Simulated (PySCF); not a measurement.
# C4H5OSi2 (SMILES C#C[Si-](C#C)O[SiH3]) (charge −1): what the fields show

The calculation's input:

```
{"job": {"kind": "nmr", "xc": "CAM-B3LYP", "basis": "pcSseg-1", "every": 1, "pop": false}, "charge": -1, "multiplicity": 1}
C     -2.350429    -1.247368    -0.713858
C     -1.433240    -1.232228     0.067551
Si    -0.185325    -1.116316     1.499985
C      1.158100    -1.476077     0.200010
C      2.137273    -1.693425    -0.468278
O     -0.011657     0.659294     1.239070
Si     0.165530     1.939215     0.368387
H     -3.110096    -1.246622    -1.452042
H      2.961140    -1.859069    -1.113475
H      0.241381     1.741409    -1.090624
H     -0.964919     2.867408     0.627064
H      1.408888     2.638497     0.780194
```

Run with:

```sh
OMP_NUM_THREADS=1 python ens_run.py task.json out
```

Geometry: GFN2-xTB, coordinate held.

Method: CAM-B3LYP/pcSseg-1, SCF density, gas phase, non-relativistic in PySCF.

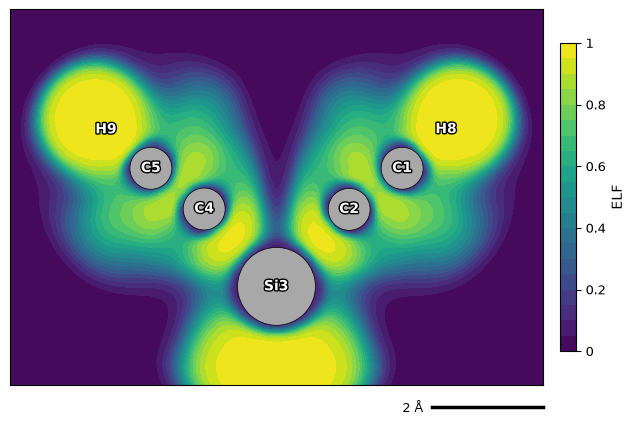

Figure 1. Electron localisation function on the plane of atoms C2, Si3 and C4. Grey discs cover the atomic cores.

Question: What does the map show?

Answer: Atoms in the plane: C, Si and H. C–C (1.21 Å): the ELF peaks at about 0.85 between the atoms; a multiple bond. C–Si (1.90 Å): the ELF peaks at about 0.95 between the atoms, as expected for a covalent bond. C–H (1.06 Å): the ELF climbs to about 1 towards the hydrogen, as it does in any bond to H; an ordinary covalent bond to hydrogen. The ELF also peaks beside Si3, away from the bonds: lone-pair regions.

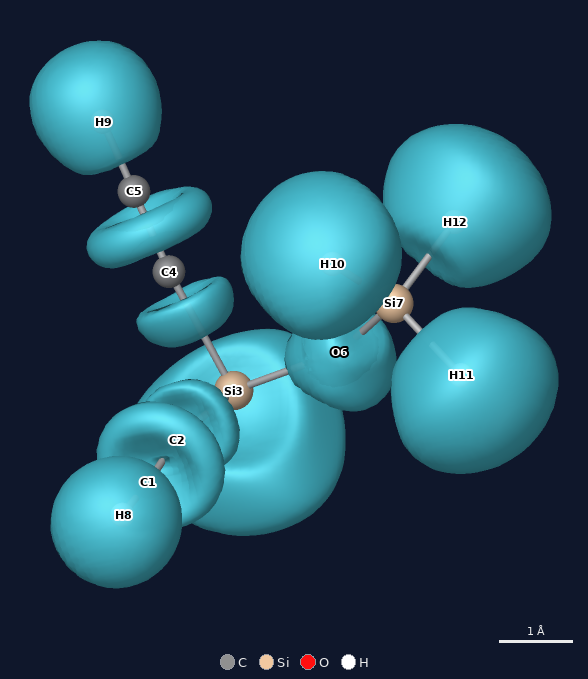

Figure 2. Isosurface of the ELF at 0.8 (cyan), seen at a tilt. Only the valence region is drawn (cores and ρ < 0.01 e/Å³ removed).

Question: Identify the bonds, lone pairs and shells in this picture.

Answer: At this value the surface marks out two regions between bonded C–C atoms (shared pairs), two regions between bonded C–Si atoms (shared pairs), five regions around hydrogen nuclei, one lobe on Si, pointing away from the bonds (lone pairs) and one region wrapped around O (its lone pairs, merged into a ring or cap).


 Si–O (1.56 Å): the ELF peaks at about 0.85 between the atoms: a short, strongly polar bond.
